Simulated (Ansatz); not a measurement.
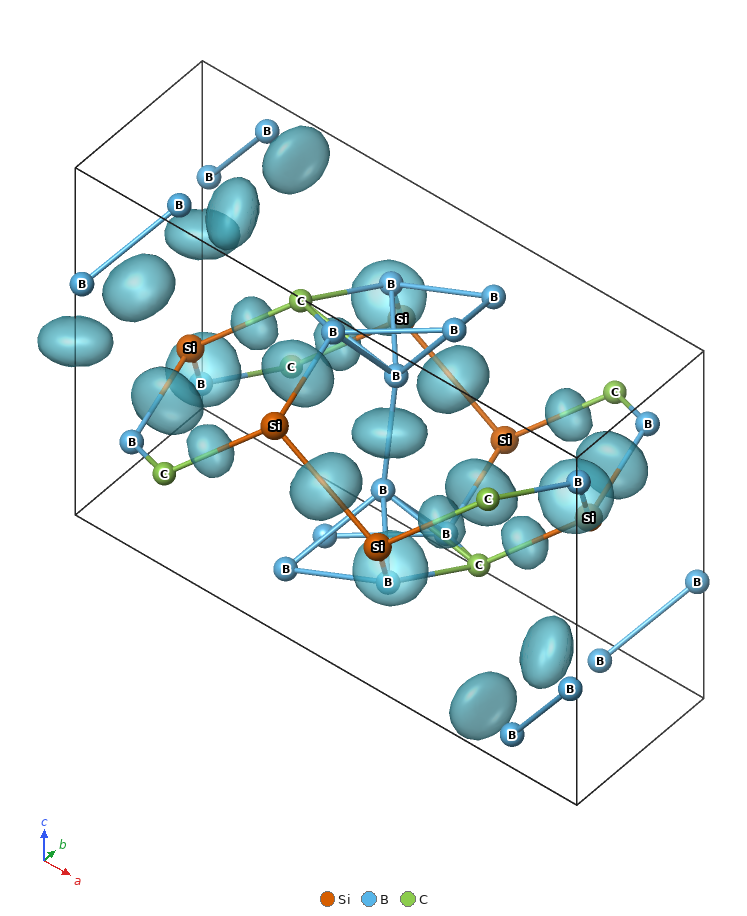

SiB₅C. Isosurface of the electron localisation function at 0.9 (cyan), seen slightly off an axis. Core shells and regions of very low density are left out. Sticks mark near contacts.

Space group C2/m; a generated structure, not necessarily the stable one; changed on purpose from its base cell (volume × 1.03, shape and atoms relaxed); computed pressure about −6 GPa in this cell.

Computed with DFT PBE, scalar-relativistic, plane waves, PAW in Ansatz 0.2.0.

In a PAW calculation such maps are meaningful between the atoms, not at the nuclei.

```xyz
28
Lattice="8.6524 0.0000 -0.0104 0.0000 6.1640 0.0000 -2.3277 0.0000 4.7915" Properties=species:S:1:pos:R:3 pbc="T T T"
Si    2.0676    0.0000    2.8154
Si    6.3938    3.0820    2.8102
Si   -0.0691    3.0820    1.9709
Si    4.2571    0.0000    1.9656
B    -0.8367    0.9524    4.7167
B     3.4895    4.0344    4.7114
B    -0.8367    5.2116    4.7167
B     3.4895    2.1296    4.7114
B    -1.4596    0.0000    3.2383
B     2.8666    3.0820    3.2331
B     1.9581    1.6765    3.8983
B     6.2843    4.7585    3.8931
B     1.9581    4.4875    3.8983
B     6.2843    1.4055    3.8931
B     2.8352    4.0344    0.0696
B     7.1614    0.9524    0.0644
B     2.8352    2.1296    0.0696
B     7.1614    5.2116    0.0644
B     3.4581    3.0820    1.5480
B     7.7844    0.0000    1.5428
B     0.0405    4.7585    0.8879
B     4.3667    1.6765    0.8827
B     0.0405    1.4055    0.8879
B     4.3667    4.4875    0.8827
C     0.9129    0.0000    1.2791
C     5.2391    3.0820    1.2738
C     1.0857    3.0820    3.5072
C     5.4119    0.0000    3.5020
```

> What do the ELF domains correspond to?

The ELF exceeds this value in six regions between bonded B–B atoms (shared pairs), eight regions between bonded B–Si atoms (shared pairs), four regions between bonded C–Si atoms (shared pairs) and two regions between bonded Si–Si atoms (shared pairs), counted in one cell of 28 atoms. Regions shared between cells count once.

Values along the shortest contacts:
B–C (1.70 Å): the ELF peaks at about 0.85 between the atoms. B–B (1.78 Å): the ELF peaks at about 0.85 between the atoms.
